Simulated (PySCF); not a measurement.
```xyz
20

C     0.9949    1.1548   -0.6901
C    -0.3023    1.7515   -0.3001
C    -1.1637    0.8711    0.6077
C    -1.4225   -0.5229    0.0307
C    -0.3487   -1.5501    0.3890
C     0.9921   -1.3282   -0.3020
C     1.6300    0.0394    0.0384
H     1.4532    1.5032   -1.6004
H    -0.1364    2.7119    0.2160
H    -0.8697    1.9985   -1.2059
H    -2.1194    1.3808    0.7545
H    -0.6958    0.7756    1.5892
H    -2.3761   -0.8901    0.4190
H    -1.5139   -0.4551   -1.0553
H    -0.1995   -1.5438    1.4722
H    -0.7141   -2.5442    0.1160
H     1.6781   -2.1206    0.0071
H     0.8657   -1.3983   -1.3845
H     1.5536    0.1842    1.1203
H     2.6894   -0.0070   -0.2249
```

Geometry: GFN2-xTB.

These are results of UKS B3LYP, pcH-1 on C H, non-relativistic, mean-field spin-orbit, GIAO (PySCF 2.14.0, density-fitted response routines), not measurements.

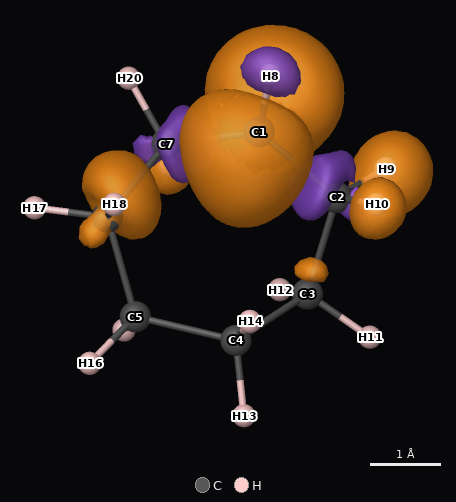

C7H13 (SMILES [CH]1CCCCCC1) (doublet). Isosurfaces of the spin density (α minus β) at +0.015 (orange) and −0.015 e/Å³ (purple), seen across its widest extent.

Which atoms carry the spin?

Answer. The unpaired spin (1 electron) lies mostly on C1 (about 0.7), in electrons by Hirshfeld's partition.
